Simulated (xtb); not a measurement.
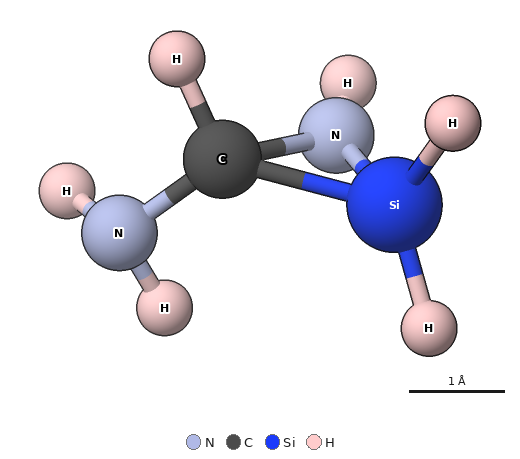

The structure as given in the input (ball-and-stick view, seen at a tilt). Bond lengths as drawn: C–H 1.17 Å, C–N 1.39 to 1.61 Å, C–Si 1.89 Å, H–N 0.77 to 1.09 Å, H–Si 1.35 to 1.49 Å and N–Si 1.62 Å.

**CH6N2Si: property calculation**

- system: CH6N2Si
- method: GFN2-xTB (xtb 6.7.1)

Log:
```
* xtb version 6.7.1
   ID    Z sym.   atoms
    1    7 N      1, 3
    2    6 C      2
    3   14 Si     4
    4    1 H      5-10

           -------------------------------------------------
          |                Calculation Setup                |
           -------------------------------------------------

          program call               : xtb --lmo --norestart --iterations 500 --acc 10 --etemp 5000 -I xtb.inp --parallel 1 -- mol.sdf
          coordinate file            : mol.sdf
          omp threads                :                     1

           -------------------------------------------------
          |                 G F N 2 - x T B                 |
           -------------------------------------------------

      * Hamiltonian:
        H0-scaling (s, p, d)           1.850000    2.230000    2.230000
        zeta-weighting                 0.500000
      * Dispersion:
        s8                             2.700000
        a1                             0.520000
        a2                             5.000000
        s9                             5.000000
      * Repulsion:
        kExp                           1.500000    1.000000
        rExp                           1.000000
      * Coulomb:
        alpha                          2.000000
        third order                    shell-resolved
        anisotropic                    true
        a3                             3.000000
        a5                             4.000000
        cn-shift                       1.200000
        cn-exp                         4.000000
        max-rad                        5.000000

          ...................................................
          :                      SETUP                      :
          :.................................................:
          :  # basis functions                  28          :
          :  # atomic orbitals                  27          :
          :  # shells                           15          :
          :  # electrons                        24          :
          :  max. iterations                   500          :
          :  Hamiltonian                  GFN2-xTB          :
          :  restarted?                      false          :
          :  GBSA solvation                  false          :
          :  PC potential                    false          :
          :  electronic temp.         5000.0000000     K    :
          :  accuracy                   10.0000000          :
          :  -> integral cutoff          0.2000000E+02      :
          :  -> integral neglect         0.1000000E-06      :
          :  -> SCF convergence          0.1000000E-04 Eh   :
          :  -> wf. convergence          0.1000000E-02 e    :
          :  Broyden damping             0.4000000          :
          :  net charge                          0          :
          :  unpaired electrons                  0          :
          ...................................................

 iter      E             dE          RMSdq      gap      omega  full diag
   1    -12.8153696 -0.128154E+02  0.607E+00    4.29       0.0  T
   2    -12.8649868 -0.496172E-01  0.303E+00    3.75       1.0  T
   3    -12.8665094 -0.152265E-02  0.290E+00    4.50       1.0  T
   4    -12.8796184 -0.131090E-01  0.126E+00    4.18       1.0  T
   5    -12.8786522  0.966184E-03  0.859E-01    4.29       1.0  T
   6    -12.8803086 -0.165637E-02  0.327E-01    4.17       1.0  T
   7    -12.8804539 -0.145283E-03  0.913E-02    4.13       1.0  T
   8    -12.8804563 -0.243718E-05  0.273E-02    4.13       1.2  T
   9    -12.8804588 -0.244825E-05  0.679E-03    4.13       4.7  T
  10    -12.8804588 -0.229884E-07  0.412E-03    4.13       7.7  T

   *** convergence criteria satisfied after 10 iterations ***

         #    Occupation            Energy/Eh            Energy/eV
      -------------------------------------------------------------
         1        2.0000           -0.7306657             -19.8824
       ...           ...                  ...                  ...
         6        2.0000           -0.5081662             -13.8279
         7        2.0000           -0.4569406             -12.4340
         8        2.0000           -0.4439712             -12.0811
         9        1.9999           -0.4257959             -11.5865
        10        1.9986           -0.3892684             -10.5925
        11        1.9955           -0.3710183             -10.0959
        12        1.9858           -0.3526451              -9.5960 (HOMO)
        13        0.0192           -0.2010309              -5.4703 (LUMO)
        14        0.0010           -0.1545542              -4.2056
        15        0.0001           -0.1123029              -3.0559
        16        0.0000           -0.0888767              -2.4185
        17        0.0000           -0.0561689              -1.5284
       ...           ...                  ...                  ...
        27                          1.1297308              30.7415
      -------------------------------------------------------------
                  HL-Gap            0.1516142 Eh            4.1256 eV
             Fermi-level           -0.2744401 Eh           -7.4679 eV

 localization/xTB-IFF output generation
 averaging CT terms over            1  occ. levels
 averaging CT terms over            1  virt. levels
 dipole moment (au) with gauge at origin
     X       Y       Z
  -0.2084  -0.3350  -0.8078  total (Debye):    2.285
cpu  time for init local
 initialization of trafo matrix to unity

 converged in     11 iterations, threshold :   0.98187576D-06
 lmo centers(Z=2) and atoms on file <lmocent.coord>
 LMO Fii/eV  ncent    charge center   contributions...
    1 sigma -15.29   1.93   1.04442   0.60280  -2.70789    3  N :  0.58    8  H :  0.42
    2 sigma -15.10   1.91  -0.76340   1.50354   1.40406    1  N :  0.57    2  C :  0.45
    3 sigma -14.35   2.03  -0.77638  -3.71991  -0.35086    9  H :  0.53    4  Si:  0.46
    4 sigma -14.32   1.95  -2.55711   1.45991   1.37471    1  N :  0.57    5  H :  0.43
    5 sigma -14.12   1.97  -1.77095   3.17104   1.35146    1  N :  0.56    6  H :  0.44
    6 sigma -13.79   1.95   0.55255   0.53604  -0.78930    3  N :  0.61    2  C :  0.37
    7 pi    -13.58   1.84   1.00591  -0.90736  -1.75859    3  N :  0.64    4  Si:  0.37
    8 sigma -13.42   2.01   2.64158  -3.37199   0.10747   10  H :  0.55    4  Si:  0.44
    9 sigma -13.02   1.97   1.52579   1.67832   1.24327    7  H :  0.51    2  C :  0.50
   10 pi    -11.97   1.84   0.51183  -0.47985   1.11336    2  C :  0.65    4  Si:  0.36
   11 LP    -11.37   1.08  -1.47778   1.90795   3.43386    1  N :  0.96
   12 LP    -11.33   1.33  -0.97412  -0.81330  -1.95832    3  N :  0.85    4  Si:  0.14
 starting deloc pi regularization ...
 thr    2.2000000000000002      # pi deloc LMO           2
 files:
 coordprot.0/xtbscreen.xyz/xtblmoinfo/lmocent.coord
 with protonation site input, xtbdock and
 LMO center info written

 SCC (total)                   0 d,  0 h,  0 min,  0.006 sec
 SCC setup                      ...        0 min,  0.000 sec (  0.972%)
 Dispersion                     ...        0 min,  0.000 sec (  0.689%)
 classical contributions        ...        0 min,  0.000 sec (  0.120%)
 integral evaluation            ...        0 min,  0.001 sec (  9.345%)
 iterations                     ...        0 min,  0.003 sec ( 48.420%)
 molecular gradient             ...        0 min,  0.001 sec ( 17.164%)
 printout                       ...        0 min,  0.001 sec ( 23.057%)

         :::::::::::::::::::::::::::::::::::::::::::::::::::::
         ::                     SUMMARY                     ::
         :::::::::::::::::::::::::::::::::::::::::::::::::::::
         :: total energy             -12.612057896039 Eh    ::
         :: gradient norm              0.685965893864 Eh/a0 ::
         :: HOMO-LUMO gap              4.125633396772 eV    ::
         ::.................................................::
         :: SCC energy               -12.880456323279 Eh    ::
         :: -> isotropic ES            0.033645148058 Eh    ::
         :: -> anisotropic ES          0.003420432542 Eh    ::
         :: -> anisotropic XC          0.007906044454 Eh    ::
         :: -> dispersion             -0.005207875127 Eh    ::
         :: repulsion energy           0.268398427241 Eh    ::
         :: add. restraining           0.000000000000 Eh    ::
         :: total charge               0.000000000164 e     ::
         :::::::::::::::::::::::::::::::::::::::::::::::::::::

           -------------------------------------------------
          |                Property Printout                |
           -------------------------------------------------

    * Orbital Energies and Occupations

         #    Occupation            Energy/Eh            Energy/eV
      -------------------------------------------------------------
         1        2.0000           -0.7306657             -19.8824
         2        2.0000           -0.6136157             -16.6973
         3        2.0000           -0.5825927             -15.8532
         4        2.0000           -0.5520477             -15.0220
         5        2.0000           -0.5144637             -13.9993
         6        2.0000           -0.5081662             -13.8279
         7        2.0000           -0.4569406             -12.4340
         8        2.0000           -0.4439712             -12.0811
         9        1.9999           -0.4257959             -11.5865
        10        1.9986           -0.3892684             -10.5925
        11        1.9955           -0.3710183             -10.0959
        12        1.9858           -0.3526451              -9.5960 (HOMO)
        13        0.0192           -0.2010309              -5.4703 (LUMO)
        14        0.0010           -0.1545542              -4.2056
        15        0.0001           -0.1123029              -3.0559
        16        0.0000           -0.0888767              -2.4185
        17        0.0000           -0.0561689              -1.5284
        18        0.0000           -0.0337042              -0.9171
        19                          0.0434919               1.1835
        20                          0.1131907               3.0801
        21                          0.1888783               5.1396
        22                          0.2666330               7.2555
        23                          0.3621487               9.8546
       ...                                ...                  ...
        27                          1.1297308              30.7415
      -------------------------------------------------------------
                  HL-Gap            0.1516142 Eh            4.1256 eV
             Fermi-level           -0.2744401 Eh           -7.4679 eV

     #   Z          covCN         q      C6AA      α(0)
     1   7          2.622    -0.314    28.095     7.872
     2   6          3.570    -0.012    21.606     6.764
     3   7          2.564    -0.400    30.390     8.187
     4  14          3.544     0.440   100.699    19.339
     5   1          0.861     0.152     1.388     1.845
     6   1          0.851     0.132     1.535     1.942
     7   1          0.904    -0.009     3.221     2.808
     8   1          0.865     0.167     1.291     1.780
     9   1          0.934    -0.058     4.279     3.234
    10   1          0.908    -0.099     5.519     3.675

 Mol. C6AA /au·bohr⁶  :       1223.641672
 Mol. C8AA /au·bohr⁸  :      37150.545810
 Mol. α(0) /au        :         57.445378

Wiberg/Mayer (AO) data.
largest (>0.10) Wiberg bond orders for each atom

 ---------------------------------------------------------------------------
     #   Z sym  total        # sym  WBO       # sym  WBO       # sym  WBO
 ---------------------------------------------------------------------------
     1   7      3.098 --     2      1.120     5      0.956     6      0.947
     2   6      3.799 --     1      1.120     7      0.972     3      0.846
                             4      0.803
     3   7      3.258 --     4      1.286     8      0.969     2      0.846
     4  14      3.882 --     3      1.286     9      0.882    10      0.875
                             2      0.803
     5   1      0.977 --     1      0.956
     6   1      0.981 --     1      0.947
     7   1      0.999 --     2      0.972
     8   1      0.972 --     3      0.969
     9   1      0.996 --     4      0.882
    10   1      0.989 --     4      0.875
 ---------------------------------------------------------------------------

molecular dipole:
                 x           y           z       tot (Debye)
 q only:       -0.180      -0.422      -0.212
   full:       -0.223      -0.280      -0.798       2.224
molecular quadrupole (traceless):
                xx          xy          yy          xz          yz          zz
 q only:       -0.265      -0.308       1.744      -0.184      -0.687      -1.479
  q+dip:        0.433       0.844       4.014       0.563      -2.050      -4.446
   full:       -0.192       0.612       3.991      -0.063      -1.413      -3.800

           -------------------------------------------------
          | TOTAL ENERGY              -12.612057896039 Eh   |
          | GRADIENT NORM               0.685965893864 Eh/α |
          | HOMO-LUMO GAP               4.125633396772 eV   |
           -------------------------------------------------

------------------------------------------------------------------------
------------------------------------------------------------------------
 total:
 *  cpu-time:     0 d,  0 h,  0 min,  0.013 sec
 * ratio c/w:     1.000 speedup
 SCF:
 *  cpu-time:     0 d,  0 h,  0 min,  0.006 sec
 * ratio c/w:     1.000 speedup
```

File xtblmoinfo:
```
10
 7       -1.7069896084        2.0666044899        1.8317115326 -0.3143348695E+00
 6        0.4168735831        0.7819686704        0.9822796396 -0.1167064584E-01
 7        0.6493098964        0.1041239095       -1.9762755811 -0.3998553952E+00
14        0.7324578459       -2.5120129375       -0.3734098822  0.4404516377E+00
 1       -3.0734505691        1.0442626565        1.0138380659  0.1519490731E+00
 1       -1.8706398908        3.9417797233        1.0091137505  0.1315925018E+00
 1        2.0446836668        2.2349790876        1.3426504115 -0.8800081050E-02
 1        1.2292668441        0.8180624393       -3.1120009820  0.1668162034E+00
 1       -1.2691400653       -4.0986269917       -0.3429852916 -0.5756959978E-01
 1        3.2611003733       -3.5989834043        0.2621050135 -0.9857882436E-01
   12    0.89900128   -0.20103085   -0.35264509  -12.88045881
 1        1.0444153547        0.6028043628       -2.7078881264
 1       -0.7634021640        1.5035439730        1.4040566683
 1       -0.7763766646       -3.7199058533       -0.3508627117
 1       -2.5571148396        1.4599115849        1.3747122288
 1       -1.7709511518        3.1710410118        1.3514580727
 1        0.5525489450        0.5360382795       -0.7893038392
 3        1.0059148073       -0.9073582292       -1.7585850954
 1        2.6415791512       -3.3719880581        0.1074729711
 1        1.5257931948        1.6783241034        1.2432689667
 3        0.5118295550       -0.4798466563        1.1133618355
 2       -1.6353623867        2.0170245171        2.3323824406
 2        0.1419879049       -0.1825697571       -1.9706655741
  0.191295  0.357494  0.174578  0.198756  0.000267  0.049966  0.000109  0.008244  0.014473  0.004817
  0.006117  0.085532  0.048710  0.835890  0.001066  0.005365  0.012073  0.001119  0.001413  0.002716
```

This output came from the following input.

The input (mol.sdf):
```

     RDKit          3D

 10 10  0  0  0  0  0  0  0  0999 V2000
   -0.9033    1.0936    0.9693 N   0  0  0  0  0  0  0  0  0  0  0  0
    0.2206    0.4138    0.5198 C   0  0  2  0  0  0  0  0  0  0  0  0
    0.3436    0.0551   -1.0458 N   0  0  0  0  0  0  0  0  0  0  0  0
    0.3876   -1.3293   -0.1976 Si  0  0  0  0  0  4  0  0  0  0  0  0
   -1.6264    0.5526    0.5365 H   0  0  0  0  0  0  0  0  0  0  0  0
   -0.9899    2.0859    0.5340 H   0  0  0  0  0  0  0  0  0  0  0  0
    1.0820    1.1827    0.7105 H   0  0  0  0  0  0  0  0  0  0  0  0
    0.6505    0.4329   -1.6468 H   0  0  0  0  0  0  0  0  0  0  0  0
   -0.6716   -2.1689   -0.1815 H   0  0  0  0  0  0  0  0  0  0  0  0
    1.7257   -1.9045    0.1387 H   0  0  0  0  0  0  0  0  0  0  0  0
  2  1  1  0
  3  2  1  0
  4  3  1  0
  4  2  1  0
  5  1  1  0
  6  1  1  0
  2  7  1  1
  8  3  1  0
  9  4  1  0
 10  4  1  0
M  END
$$$$
```

File xtb.inp:
```
$chrg 0
$spin 0
$end
```

Launch command:
```bash
xtb --lmo --norestart --iterations 500 --acc 10 --etemp 5000 -I xtb.inp --parallel 1 -- mol.sdf > xtb.out 2> xtb.err
```

Results in brief:

| quantity | value |
| --- | --- |
| outcome | converged |
| electrons treated | 24 |
| total energy | −12.612058 hartree |
| dispersion energy | −0.005208 hartree |
| basis functions | 28 |
| HOMO | −9.60 eV |
| LUMO | −5.47 eV |
| dipole moment | 2.22 D |
| hardware | 1 thread of Arm Neoverse V1, 24 GiB of memory available, shared host |
| peak memory | 0.074 GiB |

Remarks:

Settings chosen away from the usual ones: method = gfn2-xtb; task = lmo; x = {"max_iter": 500, "accuracy": 10, "etemp": 5000}; geo = {"prev": 1, "rattle": 0.1}; partner = rattled. These settings are looser than, or depart from, a standard set-up, so the numbers are not reference values for this system.
